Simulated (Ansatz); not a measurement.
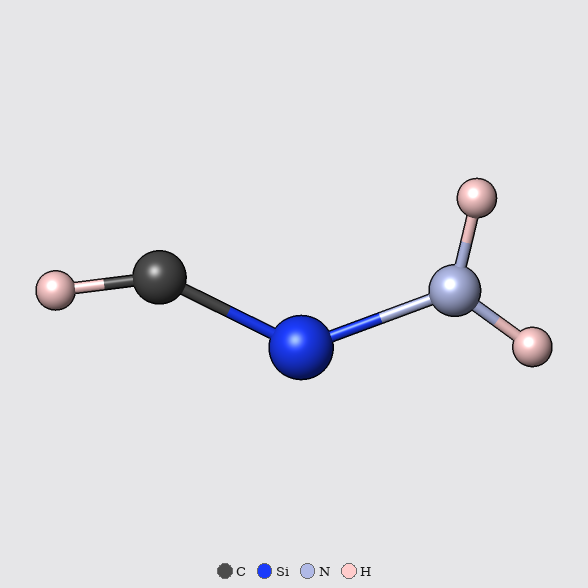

Ball-and-stick drawing of a structure.

The geometry was computed by an optimisation with PBE0-D4/def2-TZVP. No frequency run is at hand to confirm it as a minimum.

Give the formula.

Answer. CH₃NSi, 6 atoms: 1 carbon, 3 hydrogen, 1 nitrogen and 1 silicon.

What is the point group of this geometry?

Answer. Cs.

The parts below concern this one geometry. Atoms keep their numbers from picture to picture.

Electronic properties

No frequency run is at hand to confirm it as a minimum. Level of theory: RKS PBE0-D4/def2-TZVPP (Ansatz 0.2.0).

What is the HOMO–LUMO gap?

Answer. 3.20 eV.

Give the HOMO energy (Kohn–Sham orbital) at this level.

Answer. −6.00 eV.

Dipole moment

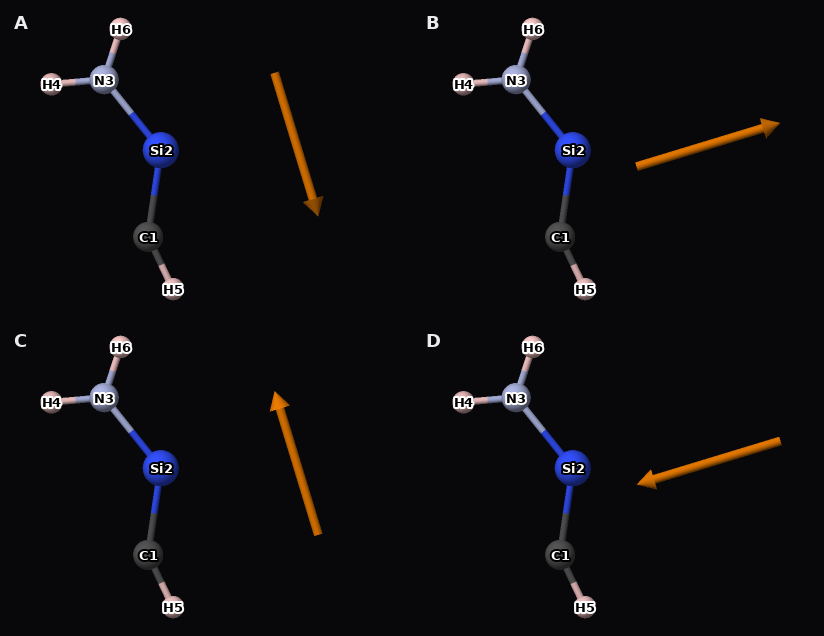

The same molecule four times, each with an arrow. No frequency run is at hand to confirm it as a minimum. Level of theory: RKS PBE0-D4/def2-TZVP (Ansatz 0.2.0).

Which arrow points along the dipole moment, from the negative to the positive end?

Answer. C. The dipole moment is 3.00 D; it points from the side of H5 to the side of H6 (the outermost atoms at the two ends).

Charges

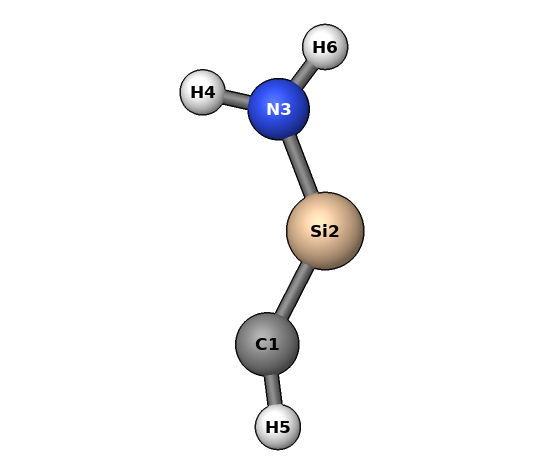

The questions are on Mulliken charges. No frequency run is at hand to confirm it as a minimum. Method: RKS PBE0-D4/def2-TZVP (Ansatz 0.2.0).

List the Mulliken charges.

```
atom  value (e)
  C1      −0.38
 Si2       0.29
  N3      −0.61
  H4       0.27
  H5       0.17
  H6       0.26
```

Mulliken values depend strongly on the basis set and can even reverse the polarity of a bond.
